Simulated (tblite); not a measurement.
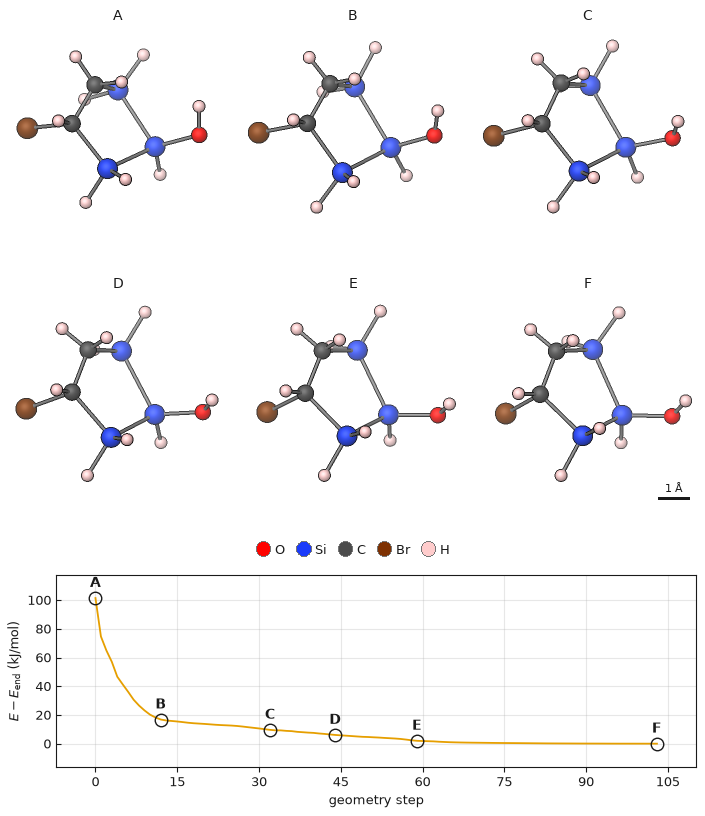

Frames of a relaxation of C$_{2}$H$_{9}$BrOSi$_{3}$, marked on the history of the run. Style: ball-and-stick. Shown at a tilt.

Level of theory: GFN2-xTB geometry optimisation, gas phase (tblite). 

Describe the path.

After 103 geometry steps the energy has fallen by 101.4 kJ/mol. An H atom moves most after the best rigid fit: 1.10 Å. Largest moves by element: H 1.10 Å, O 0.85 Å, Br 0.68 Å, Si 0.34 Å, C 0.28 Å. Near-neighbour distances that change, for instance: Br–Si 3.260 → 3.502 Å, Si–Si 2.241 → 2.335 Å, C–Si 1.850 → 1.931 Å, O–Si 1.708 → 1.636 Å. Bond angles that change, for instance: Si–Si–H 105.0° → 123.4°, O–Si–H 115.3° → 97.9°, Si–O–H 113.1° → 123.9°. Groups turn about Si–Si by about 30°, O–Si by about 30°, Si–Si by about 30°. Cost: 1.7 s on 1 thread of Arm Neoverse N1, with other jobs on the host. From step 0 to 12: an H atom moves most (0.36 Å), energy −84.6 kJ/mol. From step 12 to 32: an H atom moves most (0.39 Å), energy −7.17 kJ/mol. From step 32 to 44: an H atom moves most (0.37 Å), energy −3.55 kJ/mol. From step 44 to 59: the Br atom moves most (0.35 Å), energy −4.08 kJ/mol. From step 59 to 103: an H atom moves most (0.23 Å), energy −2.00 kJ/mol.
